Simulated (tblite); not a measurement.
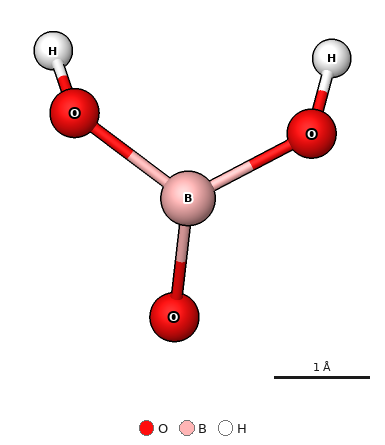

Figure 1. The input geometry (ball-and-stick view, seen at a tilt).

# Geometry relaxation, with input and output: BH$_{2}$O$_{3}$ (charge −1)

BH$_{2}$O$_{3}$, charge −1, SMILES [O-]B(O)O, computed with GFN2-xTB geometry optimisation, gas phase (tblite 0.8.0).

## Output
```
step      E/eV     max force
  0    -399.45673    7.254
  1    -400.61077    4.302
  2    -400.19614   15.188
  3    -401.04512    1.413
  4    -401.10437    0.673
  5    -401.13139    0.322
  6    -401.13535    0.277
  7    -401.14681    0.298
  8    -401.15346    0.333
  9    -401.16610    0.532
 10    -401.17927    0.572
 11    -401.19182    0.465
 12    -401.20421    0.456
 13    -401.21797    0.498
 14    -401.23308    0.545
 15    -401.24564    1.002
 16    -401.26318    0.685
 17    -401.28131    0.560
 18    -401.31038    0.477
 19    -401.32287    0.821
 20    -401.35175    0.662
 21    -401.36116    0.533
 22    -401.36422    0.253
 23    -401.36758    0.235
 24    -401.37252    0.371
 25    -401.37631    0.222
 26    -401.37883    0.117
 27    -401.37973    0.103
 28    -401.38079    0.156
 29    -401.38193    0.134
 30    -401.38411    0.263
 31    -401.38973    0.479
 32    -401.37579    2.028
 33    -401.40849    0.604
 34    -401.42673    0.574
 35    -401.38518    2.442
 36    -401.42821    0.984
 37    -401.36941    1.855
 38    -401.48075    0.672
 39    -401.47666    1.996
 40    -401.51304    0.533
 41    -401.53400    0.445
 42    -401.52823    1.760
 43    -401.57090    0.368
 44    -401.58513    0.510
 45    -401.58335    1.638
 46    -401.61138    0.357
 47    -401.61852    0.368
 48    -401.62802    0.473
 49    -401.63152    0.258
 50    -401.63423    0.318
 51    -401.63781    0.189
 52    -401.63928    0.122
 53    -401.64018    0.124
 54    -401.64137    0.106
 55    -401.64199    0.104
 56    -401.64302    0.071
 57    -401.64362    0.065
 58    -401.64383    0.034
 59    -401.64391    0.026
 60    -401.64395    0.027
 61    -401.64398    0.019
 62    -401.64399    0.009
 63    -401.64399    0.002
```

## Trajectory as extended XYZ (Å, eV, eV/Å), 33 frames, from step=0 to step=63
```
6
Properties=species:S:1:pos:R:3:forces:R:3 step=0 energy=-399.45673
O     0.2682    1.4692   -0.0693   -0.0040  -0.0100   0.6780
B    -0.1226    2.6135   -0.9058   -1.5750  -2.9090  -6.4560
O     0.9805    3.5608   -1.2551    0.0590   0.4790   0.5950
O    -1.1249    2.3412   -1.9866    3.4650   1.6080   4.9600
H     1.0895    0.9394   -0.1607   -0.7820   1.2680  -0.3370
H     1.7932    3.3122   -1.7342   -1.1630  -0.4370   0.5590
6
Properties=species:S:1:pos:R:3:forces:R:3 step=2 energy=-400.19614
O     0.2527    1.4788   -0.0398    0.0300  -0.0040   0.2030
B    -0.1467    2.5009   -1.1297   12.4730   0.7150   8.6370
O     0.9750    3.5822   -1.2258    0.0900   0.0340   0.2090
O    -1.0181    2.3983   -1.8210  -11.9090  -1.1100  -9.0260
H     1.0700    0.9855   -0.1791   -0.2380   0.5860  -0.2250
H     1.7509    3.2907   -1.7162   -0.4450  -0.2210   0.2030
6
Properties=species:S:1:pos:R:3:forces:R:3 step=4 energy=-401.10437
O     0.2527    1.4809   -0.0374   -0.0540   0.2160  -0.0130
B    -0.0764    2.4951   -1.0984    0.1790  -0.3970  -0.5140
O     0.9754    3.5812   -1.2208   -0.0630  -0.1870   0.2690
O    -1.0771    2.3966   -1.8597    0.1720   0.1710   0.3210
H     1.0663    0.9957   -0.1828   -0.0090   0.3810  -0.1570
H     1.7430    3.2867   -1.7125   -0.2250  -0.1840   0.0940
6
Properties=species:S:1:pos:R:3:forces:R:3 step=6 energy=-401.13535
O     0.2493    1.4916   -0.0361    0.0200   0.0770  -0.1090
B    -0.0525    2.4695   -1.1260   -0.1160   0.0430   0.1130
O     0.9726    3.5731   -1.2052    0.0180  -0.2340   0.1470
O    -1.0793    2.4075   -1.8459   -0.0230   0.0080  -0.0950
H     1.0649    1.0189   -0.1919    0.1170   0.2180  -0.0610
H     1.7289    3.2757   -1.7065   -0.0160  -0.1120   0.0040
6
Properties=species:S:1:pos:R:3:forces:R:3 step=8 energy=-401.15346
O     0.2502    1.5059   -0.0495   -0.0950  -0.2930   0.1260
B    -0.0591    2.4619   -1.1268   -0.0880   0.1180   0.1260
O     0.9754    3.5368   -1.1768    0.1590   0.1320   0.0510
O    -1.0814    2.4146   -1.8508   -0.2050  -0.0120  -0.2220
H     1.0805    1.0631   -0.2053    0.1850   0.1730  -0.0150
H     1.7182    3.2540   -1.7024    0.0430  -0.1170  -0.0660
6
Properties=species:S:1:pos:R:3:forces:R:3 step=10 energy=-401.17927
O     0.2442    1.4962   -0.0623   -0.1250  -0.5530   0.0740
B    -0.0938    2.4662   -1.1147    0.0170  -0.0600  -0.1220
O     0.9976    3.4893   -1.1285    0.1340   0.3420  -0.0930
O    -1.0939    2.4239   -1.8769    0.0720   0.0930   0.1080
H     1.1237    1.1522   -0.2263   -0.0400   0.2590   0.1140
H     1.7059    3.2085   -1.7030   -0.0580  -0.0810  -0.0790
6
Properties=species:S:1:pos:R:3:forces:R:3 step=12 energy=-401.20421
O     0.2328    1.4552   -0.0694   -0.0930  -0.1770  -0.3460
B    -0.1137    2.4649   -1.1104    0.0930  -0.1660  -0.0260
O     1.0219    3.4746   -1.0994   -0.1070   0.0380  -0.1430
O    -1.1020    2.4371   -1.8910    0.2970   0.1450   0.3140
H     1.1521    1.2346   -0.2333   -0.1020   0.1610   0.2560
H     1.6927    3.1700   -1.7081   -0.0870   0.0000  -0.0550
6
Properties=species:S:1:pos:R:3:forces:R:3 step=14 energy=-401.23308
O     0.2165    1.4031   -0.0976    0.0690   0.1770  -0.5110
B    -0.1061    2.4485   -1.1090    0.0380  -0.0140   0.1830
O     1.0323    3.4786   -1.0950   -0.1680  -0.3200  -0.0320
O    -1.0955    2.4588   -1.8797    0.0120   0.1010   0.0540
H     1.1606    1.3023   -0.2132    0.0480  -0.0180   0.3690
H     1.6760    3.1449   -1.7171    0.0020   0.0740  -0.0630
6
Properties=species:S:1:pos:R:3:forces:R:3 step=16 energy=-401.26318
O     0.2102    1.3463   -0.1780    0.1370   0.0070  -0.0790
B    -0.0894    2.4254   -1.0954   -0.1220   0.2770  -0.1690
O     1.0290    3.4664   -1.1028    0.0860  -0.2850   0.2920
O    -1.0803    2.4957   -1.8533   -0.6090   0.0560  -0.3090
H     1.1590    1.3758   -0.1475    0.3780  -0.1200   0.4250
H     1.6553    3.1267   -1.7348    0.1290   0.0660  -0.1590
6
Properties=species:S:1:pos:R:3:forces:R:3 step=18 energy=-401.31038
O     0.2404    1.3289   -0.2309    0.1890  -0.1410   0.0520
B    -0.1229    2.4372   -1.0995    0.0590  -0.1690  -0.4430
O     1.0470    3.4018   -1.0592    0.3190   0.1060  -0.1940
O    -1.1122    2.5206   -1.8715   -0.1000   0.0990   0.2060
H     1.1866    1.4470   -0.1014   -0.2510  -0.0760   0.2490
H     1.6449    3.1007   -1.7491   -0.2160   0.1810   0.1300
6
Properties=species:S:1:pos:R:3:forces:R:3 step=20 energy=-401.35175
O     0.2539    1.2911   -0.2817    0.3440  -0.0110   0.0460
B    -0.0942    2.4233   -1.1319   -0.2640   0.0130  -0.2160
O     1.0489    3.4144   -1.0876   -0.2270   0.1420   0.5000
O    -1.1299    2.5495   -1.8389    0.0960  -0.0440   0.1610
H     1.1683    1.4279   -0.0050   -0.3540  -0.0100   0.0250
H     1.6368    3.1300   -1.7666    0.4050  -0.0900  -0.5160
6
Properties=species:S:1:pos:R:3:forces:R:3 step=22 energy=-401.36422
O     0.2688    1.2787   -0.3005   -0.0440  -0.0230  -0.1040
B    -0.0937    2.4230   -1.1458   -0.0270  -0.0720   0.0850
O     1.0495    3.4155   -1.0849    0.2080  -0.0900  -0.1110
O    -1.1409    2.5572   -1.8285    0.0440  -0.0530   0.0640
H     1.1566    1.4206    0.0329   -0.1010   0.1050   0.0090
H     1.6435    3.1413   -1.7848   -0.0800   0.1330   0.0570
6
Properties=species:S:1:pos:R:3:forces:R:3 step=24 energy=-401.37252
O     0.2833    1.2538   -0.3379    0.1910   0.0540   0.1010
B    -0.0934    2.4143   -1.1480    0.2210  -0.0380   0.1110
O     1.0645    3.4053   -1.0862    0.0200  -0.0710   0.0530
O    -1.1463    2.5683   -1.8114   -0.0970  -0.0290  -0.0330
H     1.1350    1.4412    0.0760   -0.3320   0.0190  -0.1640
H     1.6407    3.1535   -1.8041   -0.0030   0.0650  -0.0680
6
Properties=species:S:1:pos:R:3:forces:R:3 step=26 energy=-401.37883
O     0.2922    1.2405   -0.3578   -0.0490  -0.0620   0.0680
B    -0.0872    2.4018   -1.1465    0.0900   0.0740  -0.0120
O     1.0814    3.3900   -1.0788   -0.0050  -0.0790   0.0290
O    -1.1482    2.5717   -1.7961   -0.0060  -0.0100  -0.0270
H     1.1081    1.4673    0.0891    0.0020   0.0030  -0.0020
H     1.6376    3.1650   -1.8215   -0.0320   0.0740  -0.0560
6
Properties=species:S:1:pos:R:3:forces:R:3 step=28 energy=-401.38079
O     0.2952    1.2300   -0.3641   -0.1450  -0.0200  -0.0050
B    -0.0800    2.4000   -1.1489   -0.0430  -0.0090  -0.0150
O     1.0907    3.3780   -1.0752    0.0180  -0.0560   0.0040
O    -1.1486    2.5727   -1.7880    0.0920   0.0160  -0.0170
H     1.0923    1.4762    0.0995    0.1360  -0.0090   0.0750
H     1.6343    3.1794   -1.8349   -0.0580   0.0780  -0.0420
6
Properties=species:S:1:pos:R:3:forces:R:3 step=30 energy=-401.38411
O     0.2923    1.2180   -0.3641   -0.1670   0.0630  -0.0460
B    -0.0673    2.4004   -1.1525   -0.1510  -0.2100   0.0460
O     1.1022    3.3563   -1.0719    0.1280   0.0350   0.0000
O    -1.1423    2.5734   -1.7819    0.1070   0.0680  -0.0710
H     1.0742    1.4748    0.1173    0.1870  -0.0310   0.1060
H     1.6248    3.2134   -1.8585   -0.1030   0.0760  -0.0350
6
Properties=species:S:1:pos:R:3:forces:R:3 step=32 energy=-401.37579
O     0.2521    1.1890   -0.3245   -0.1820   0.2990  -0.1290
B    -0.0205    2.3919   -1.1566   -0.4180  -0.7920   0.2650
O     1.1619    3.2571   -1.0564    1.2310   0.4250  -1.5540
O    -1.0917    2.5751   -1.7892    0.0180   0.2290  -0.2930
H     1.0216    1.4367    0.1779    0.2690  -0.0610   0.1610
H     1.5605    3.3866   -1.9627   -0.9180  -0.1000   1.5510
6
Properties=species:S:1:pos:R:3:forces:R:3 step=34 energy=-401.42673
O     0.2403    1.2180   -0.3007   -0.0340   0.2270  -0.0260
B    -0.0398    2.3941   -1.1478   -0.1860  -0.5200   0.1560
O     1.1441    3.2866   -1.0639    0.5030   0.1040  -0.0400
O    -1.0902    2.5714   -1.8153   -0.0310   0.1290  -0.2000
H     1.0653    1.4220    0.1387    0.0400  -0.0400   0.0400
H     1.5643    3.3442   -1.9226   -0.2920   0.1000   0.0700
6
Properties=species:S:1:pos:R:3:forces:R:3 step=36 energy=-401.42821
O     0.2382    1.2310   -0.2996    0.6530   0.1710   0.5170
B    -0.0653    2.3806   -1.1379    0.1800  -0.0770  -0.0850
O     1.1554    3.2842   -1.0530    0.0580  -0.0530   0.1990
O    -1.0899    2.5799   -1.8417    0.1020  -0.0030   0.0350
H     1.0932    1.4302    0.1366   -0.8580  -0.1750  -0.4480
H     1.5523    3.3303   -1.9160   -0.1350   0.1370  -0.2180
6
Properties=species:S:1:pos:R:3:forces:R:3 step=38 energy=-401.48075
O     0.2175    1.2244   -0.2792    0.1310   0.0640   0.2360
B    -0.0357    2.3653   -1.1399    0.0220  -0.0910  -0.0290
O     1.1984    3.2360   -1.0585    0.3570  -0.0180  -0.5380
O    -1.0629    2.5779   -1.8370    0.0910   0.0780  -0.0970
H     1.0525    1.4153    0.1582   -0.1740  -0.0740  -0.0900
H     1.5141    3.4174   -1.9552   -0.4270   0.0410   0.5180
6
Properties=species:S:1:pos:R:3:forces:R:3 step=40 energy=-401.51304
O     0.1825    1.2347   -0.2321   -0.2660   0.0920  -0.1600
B    -0.0072    2.3547   -1.1398   -0.2320  -0.0460   0.0180
O     1.2214    3.2167   -1.0768    0.3660  -0.1940  -0.2280
O    -1.0282    2.5707   -1.8463    0.0380   0.0840  -0.2070
H     1.0367    1.3803    0.1491    0.4520   0.0170   0.2810
H     1.4787    3.4792   -1.9657   -0.3580   0.0460   0.2950
6
Properties=species:S:1:pos:R:3:forces:R:3 step=42 energy=-401.52823
O     0.1058    1.3037   -0.1115    1.4080   0.1270   0.1240
B     0.0027    2.3313   -1.1313   -0.1720   0.2610  -0.2150
O     1.3010    3.1197   -1.0892   -0.1120   0.4490  -1.6850
O    -0.9485    2.5680   -1.9385    0.4070  -0.1190   0.3270
H     1.0670    1.3175    0.1251   -1.3690  -0.0170  -0.1570
H     1.3558    3.5960   -1.9663   -0.1640  -0.7020   1.6050
6
Properties=species:S:1:pos:R:3:forces:R:3 step=44 energy=-401.58513
O     0.1412    1.2826   -0.1606    0.1170   0.0000   0.0270
B    -0.0001    2.3402   -1.1373    0.0230   0.1330  -0.0290
O     1.2779    3.1457   -1.0939    0.0690  -0.1180  -0.4910
O    -0.9765    2.5708   -1.9044    0.1110   0.0020  -0.0070
H     1.0481    1.3410    0.1443   -0.1110   0.0260   0.0540
H     1.3932    3.5559   -1.9597   -0.2090  -0.0430   0.4460
6
Properties=species:S:1:pos:R:3:forces:R:3 step=46 energy=-401.61138
O     0.1251    1.3051   -0.1291    0.0400  -0.0170  -0.0310
B     0.0148    2.3380   -1.1395    0.0240   0.0600  -0.0160
O     1.3014    3.1087   -1.1196    0.0670  -0.0640  -0.3440
O    -0.9473    2.5705   -1.9246    0.0320  -0.0020   0.0060
H     1.0406    1.3191    0.1493   -0.0520   0.0570   0.0740
H     1.3493    3.5949   -1.9482   -0.1100  -0.0340   0.3110
6
Properties=species:S:1:pos:R:3:forces:R:3 step=48 energy=-401.62802
O     0.1091    1.3298   -0.0996   -0.0600  -0.0360  -0.0820
B     0.0398    2.3326   -1.1478   -0.0450  -0.0630  -0.0100
O     1.3358    3.0548   -1.1665    0.0970   0.2370  -0.3970
O    -0.9101    2.5765   -1.9460   -0.0690  -0.0210   0.0410
H     1.0232    1.2961    0.1761    0.0260   0.0930   0.0570
H     1.2860    3.6464   -1.9279    0.0510  -0.2100   0.3910
6
Properties=species:S:1:pos:R:3:forces:R:3 step=50 energy=-401.63423
O     0.1152    1.3221   -0.1146   -0.2960  -0.0840  -0.0840
B     0.0426    2.3277   -1.1525    0.0050  -0.0080  -0.0270
O     1.3444    3.0489   -1.1779    0.0540  -0.0640  -0.0250
O    -0.9137    2.5829   -1.9393   -0.0630  -0.0190   0.0250
H     1.0138    1.3113    0.1952    0.2540   0.0900   0.1000
H     1.2815    3.6436   -1.9225    0.0450   0.0850   0.0110
6
Properties=species:S:1:pos:R:3:forces:R:3 step=52 energy=-401.63928
O     0.1191    1.2996   -0.1405   -0.0210  -0.0540   0.0480
B     0.0531    2.3167   -1.1642   -0.0210   0.0160  -0.0350
O     1.3658    3.0280   -1.2039   -0.0720  -0.0890   0.0130
O    -0.9170    2.5963   -1.9264   -0.0050  -0.0160   0.0140
H     0.9949    1.3408    0.2404    0.0320   0.0560  -0.0270
H     1.2679    3.6548   -1.9171    0.0860   0.0860  -0.0120
6
Properties=species:S:1:pos:R:3:forces:R:3 step=54 energy=-401.64137
O     0.1218    1.2900   -0.1444    0.0220   0.0450   0.0120
B     0.0469    2.3183   -1.1636   -0.0550  -0.0890  -0.0070
O     1.3596    3.0228   -1.1956   -0.0520   0.0210  -0.0890
O    -0.9263    2.5940   -1.9223    0.0000   0.0190  -0.0030
H     0.9984    1.3632    0.2305    0.0150  -0.0030   0.0080
H     1.2834    3.6480   -1.9163    0.0690   0.0070   0.0790
6
Properties=species:S:1:pos:R:3:forces:R:3 step=56 energy=-401.64302
O     0.1233    1.2932   -0.1409    0.0510   0.0240   0.0300
B     0.0402    2.3148   -1.1666   -0.0410  -0.0480  -0.0070
O     1.3525    3.0152   -1.1968    0.0350   0.0300  -0.0530
O    -0.9332    2.5925   -1.9241   -0.0040  -0.0080   0.0090
H     1.0049    1.3695    0.2259   -0.0590  -0.0040  -0.0250
H     1.2961    3.6511   -1.9091    0.0180   0.0050   0.0470
6
Properties=species:S:1:pos:R:3:forces:R:3 step=58 energy=-401.64383
O     0.1217    1.2977   -0.1351   -0.0060   0.0040  -0.0030
B     0.0385    2.3082   -1.1707    0.0080   0.0150  -0.0030
O     1.3568    3.0033   -1.2076    0.0250   0.0170  -0.0160
O    -0.9344    2.5915   -1.9264   -0.0130  -0.0270   0.0140
H     1.0038    1.3746    0.2274   -0.0160   0.0010  -0.0110
H     1.2975    3.6609   -1.8992    0.0020  -0.0100   0.0200
6
Properties=species:S:1:pos:R:3:forces:R:3 step=60 energy=-401.64395
O     0.1206    1.2986   -0.1346   -0.0210   0.0060  -0.0150
B     0.0394    2.3075   -1.1718    0.0140   0.0080   0.0110
O     1.3596    3.0009   -1.2107    0.0050  -0.0060   0.0060
O    -0.9350    2.5899   -1.9254   -0.0160  -0.0110  -0.0040
H     1.0019    1.3761    0.2277    0.0160  -0.0020   0.0050
H     1.2973    3.6632   -1.8968    0.0030   0.0060  -0.0040
6
Properties=species:S:1:pos:R:3:forces:R:3 step=62 energy=-401.64399
O     0.1197    1.3001   -0.1343   -0.0070   0.0010  -0.0030
B     0.0394    2.3085   -1.1717    0.0020  -0.0030   0.0050
O     1.3599    3.0011   -1.2107    0.0010  -0.0040   0.0040
O    -0.9360    2.5879   -1.9251   -0.0050   0.0010  -0.0050
H     1.0021    1.3746    0.2265    0.0090  -0.0010   0.0040
H     1.2987    3.6640   -1.8963    0.0010   0.0050  -0.0050
6
Properties=species:S:1:pos:R:3:forces:R:3 step=63 energy=-401.64399
O     0.1195    1.3005   -0.1341   -0.0020   0.0000   0.0000
B     0.0393    2.3087   -1.1715    0.0000  -0.0020   0.0010
O     1.3597    3.0013   -1.2105    0.0010  -0.0010   0.0010
O    -0.9361    2.5876   -1.9254   -0.0010   0.0010  -0.0010
H     1.0024    1.3740    0.2262    0.0020   0.0000   0.0010
H     1.2990    3.6641   -1.8964    0.0000   0.0010  -0.0020
```

The run was set up as follows.

## Input
```
{"job": {"kind": "relax", "xc": "GFN2-xTB", "basis": "xTB"}, "charge": -1, "multiplicity": 1}
O      0.268225     1.469207    -0.069300
B     -0.122557     2.613513    -0.905792
O      0.980458     3.560787    -1.255095
O     -1.124933     2.341213    -1.986584
H      1.089460     0.939384    -0.160650
H      1.793181     3.312175    -1.734234
```

The first line tells a small driver script what to run in tblite; the rest is the geometry in Å.

Run as:
```bash
OMP_NUM_THREADS=1 python <driver script> task.json out
```

## Summary

- outcome: converged
- total energy: −401.6440 eV
- hardware: 1 CPU thread, shared host
- wall time: 0.56 s
- peak memory: 0.18 GiB
